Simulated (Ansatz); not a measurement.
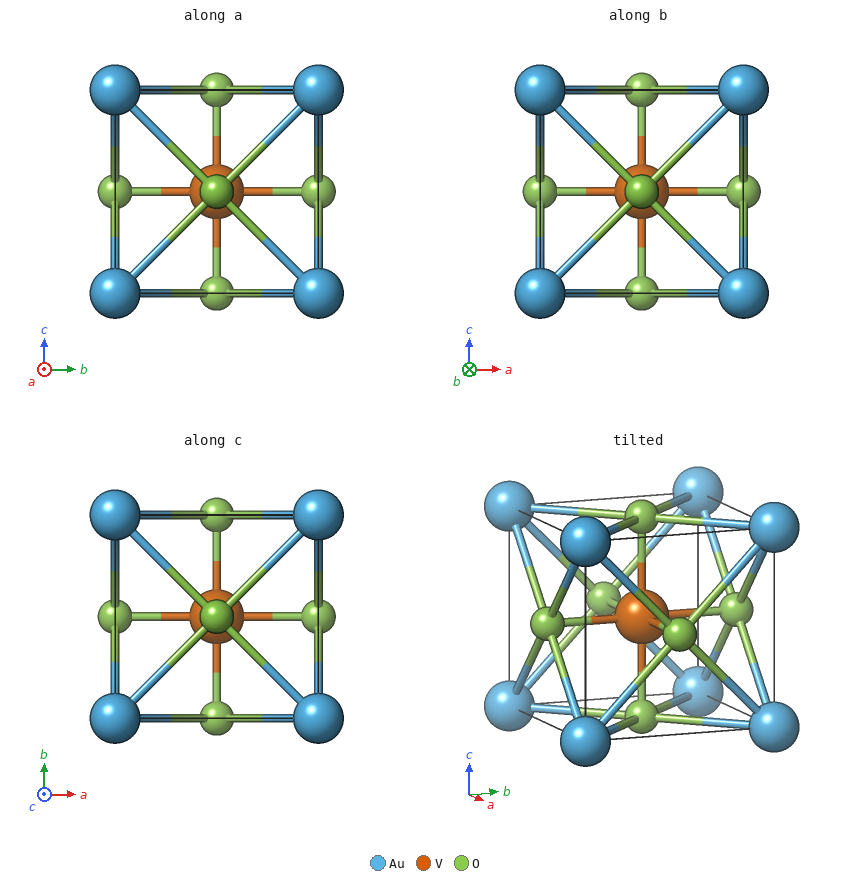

Ball-and-stick drawing of the structure, looking along the a axis, along the b axis, along the c axis and slightly off an axis. The conventional unit cell is drawn as a box.

Lattice parameters: a = 3.880 Å, b = 3.880 Å, c = 3.880 Å, α = 90.00°, β = 90.00°, γ = 90.00°.

Reconstruct the structure as a table of Wyckoff sites.

Answer. Space group Pm-3m (No. 221).
```json
{"atom": "Au", "site": "1a", "x": "0.0000", "y": "0.0000", "z": "0.0000"}
{"atom": "V", "site": "1b", "x": "0.5000", "y": "0.5000", "z": "0.5000"}
{"atom": "O", "site": "3c", "x": "0.5000", "y": "0.5000", "z": "0.0000"}
```

The structure comes from a structure type filled with these elements by a generator (whether the compound takes this form wasn't checked). Earlier steps of the study, as a rule a relaxation of our own, may have changed the cell and positions, so they can lie some per cent off the listed ones. Ansatz was used for an electronic-structure calculation on it.

At this level of theory the run's own cell isn't at rest (stretched, at -23 GPa), so its distances can differ from those at equilibrium, the more so the softer the solid.
